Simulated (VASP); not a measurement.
Band structure of KTaO3 (cubic perovskite). All values below come from PBE GGA, VASP's PBE PAW potentials (set 64) (plane waves; VASP 6.6.1).

Unless said otherwise, spin-orbit coupling is left out, though it shifts the bands of the heavy elements here.

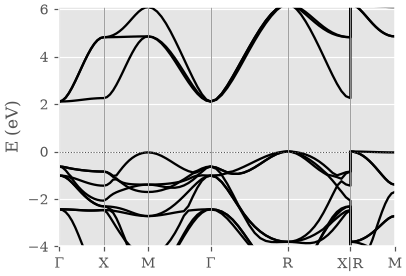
Figure: Bands along high-symmetry lines, zero at the valence-band maximum or, without a gap, the Fermi level

Question: Read the plot: is there a gap, and where are the band edges?

Answer: The gap is indirect, 2.11 eV, from the valence maximum at R to the conduction minimum at Γ. (Edges off the drawn lines would not show.)

Measured: gap 3.64 eV (computed value off by -1.53 eV), as given by Burak Himmetoglu et al., Journal of Physics Condensed Matter (2016), arXiv:1601.06205.

The compound is KTaO3 in the cubic perovskite structure. It was relaxed first.
